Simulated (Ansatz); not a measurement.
Sn₆S₆ (charge −1): single-point calculation

- system: Sn₆S₆, charge −1, multiplicity 2
- method: UKS PBE0-D4/def2-SVP (Ansatz 0.2.0)

The geometry comes from this level: PBE-D4/def2-SVP.

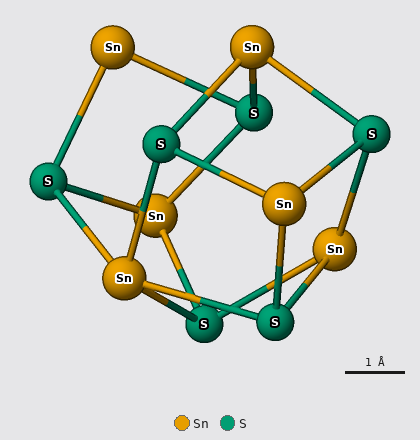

The structure (ball-and-stick view, seen at a tilt). Sticks mark near contacts.

The input
```yaml
crystal:
  periodic: [false, false, false]
  atoms:
    - {symbol: Sn, position_ang: [-0.676268, 2.030565, -0.984195]}
    - {symbol: Sn, position_ang: [-0.474725, 1.833683, 2.817097]}
    - {symbol: Sn, position_ang: [2.221708, 0.080166, 0.570417]}
    - {symbol: Sn, position_ang: [0.900328, -1.184132, -2.833298]}
    - {symbol: Sn, position_ang: [-2.169209, -0.963762, 1.057908]}
    - {symbol: Sn, position_ang: [-0.621593, -3.210446, -0.636967]}
    - {symbol: S, position_ang: [1.818153, -2.429037, -0.731807]}
    - {symbol: S, position_ang: [0.169480, -0.657865, 2.161942]}
    - {symbol: S, position_ang: [-1.490078, -0.833507, -1.557227]}
    - {symbol: S, position_ang: [-2.457707, 1.664092, 1.137167]}
    - {symbol: S, position_ang: [1.748731, 1.018105, -1.900379]}
    - {symbol: S, position_ang: [1.031190, 2.652138, 0.899353]}
basis:
  gaussian: {orbitals: def2-SVP, initial_orbitals: start.molden}
total_charge: -1
magnetization: {spin_polarized: true, initial_magnetization: 1}
hamiltonian: {xc: pbe0, dispersion: d4}
scf: {omitted_lower_state_checks: [starts]}
output: {orbitals: {seedname: orbitals}}
```

Machine: 4 threads of Arm Neoverse V2, 23 GiB of memory available, shared host.

Launch command:
```bash
ansatz run in.yaml --threads 4 --pin off --events-out ev --progress --plain --max-ram 6963MiB
```

Output
```
Functional definition: PBE0
  name "PBE0"
  cite "Adamo & Barone, J. Chem. Phys. 110, 6158 (1999) doi:10.1063/1.478522"
  cite "Perdew, Burke & Ernzerhof, Phys. Rev. Lett. 77, 3865 (1996) doi:10.1103/PhysRevLett.77.3865"
  parent pbe
  parameter a = 0.25
  parameter kappa = 0.804
  parameter beta = 0.06672455060314922
  exchange = (1 - a)*pbe_x(kappa = kappa, mu = beta*pi^2/3) + a*exact_x
  correlation = pbe_c(beta = beta)
these checks for a lower state are left out or cut short: starts
3001 factors; integrals over basis functions are off by at most 3.6e-4 eV
mean field evaluation 1: about -99975.6665 eV, gradient 8.0e0 eV
mean field evaluation 2: about -99975.9996 eV, gradient 4.0e-1 eV
mean field evaluation 4: about -99976.0163 eV, gradient 9.3e-3 eV
mean field -99976.01631390 eV, -3674.0508333582 hartree, gradient 3.6e-5 eV, S^2 0.755243; 0 other end points of the search recorded, 0 dependent functions left out
reference -99976.01635089 eV, -3674.0508347176 hartree; 115, 114 occupied and 149, 150 virtual orbitals, 3001 factors
Total energy: -99977.58448094 eV, -3674.1084624340 hartree
Checks for a lower state left out: starts
```

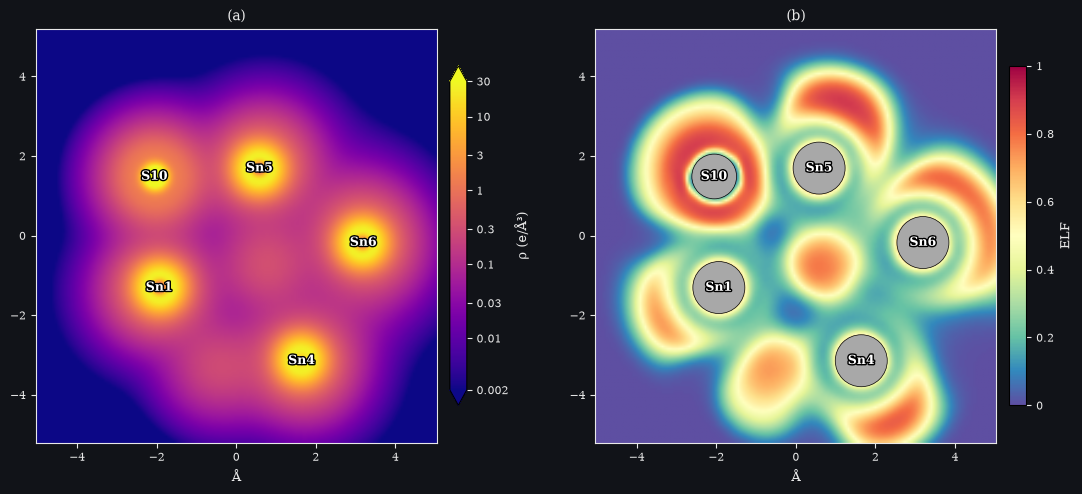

(a) total electron density; (b) electron localisation function on the plane of atoms Sn1, S10 and Sn5. Grey discs, where drawn, cover atomic cores. Sn–S (2.79 Å): ρ is about 0.28 e/Å³ halfway; the ELF peaks at about 0.90 in the valence shell of S, 0.9 Å from its nucleus, and drops to about 0.20 between the two atoms.

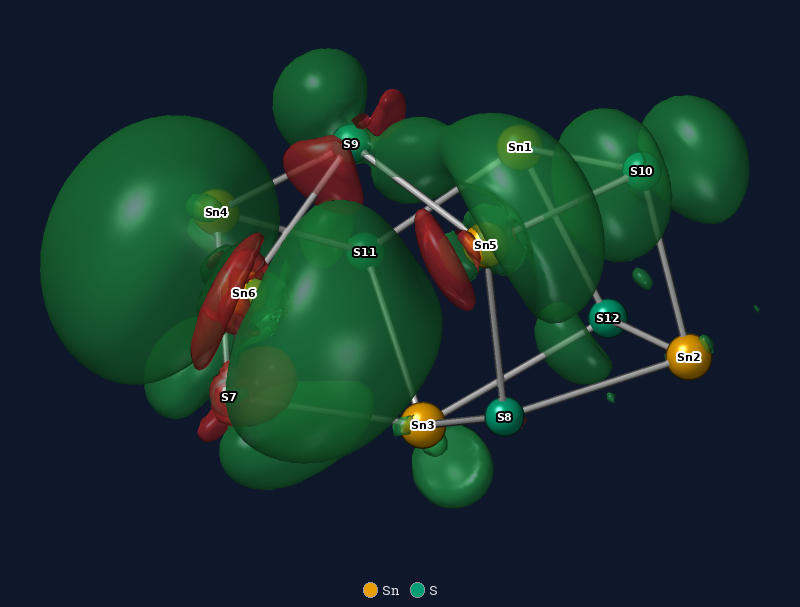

Isosurfaces of the spin density at +0.004 (green) and −0.004 e/Å³ (red), seen from the side. The unpaired spin (1 electron) lies mostly on Sn6 (about 0.6) and Sn5 (about 0.1), in electrons by Hirshfeld's partition.

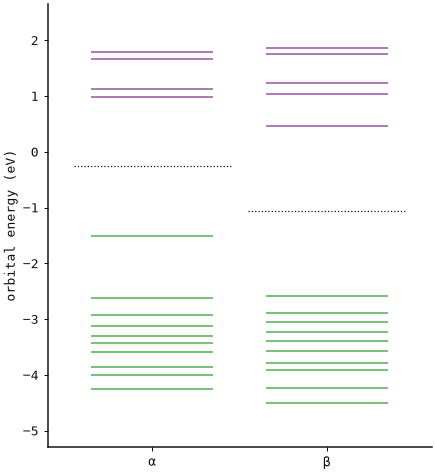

Orbital energies near the frontier for α and β spins; the dotted line parts filled from empty levels, and levels within 0.02 eV of each other stand side by side. α: highest filled −1.50 eV, lowest empty 0.99 eV, 2.49 eV apart; β: highest filled −2.58 eV, lowest empty 0.46 eV, 3.04 eV apart.

Key numbers

| quantity | value |
| --- | --- |
| outcome | converged |
| total energy | −99977.5845 eV |
| mean-field energy | −99976.0164 eV |
| dispersion energy | −1.5681 eV |
| ⟨S²⟩ | 0.755 |
| SCF solution under orbital rotations | stable |
| HOMO (either spin) | −1.50 eV |
| LUMO (either spin) | 0.46 eV |
| wall time | 54 s (CPU time 3.5 min) |
| peak memory | 2.7 GiB |
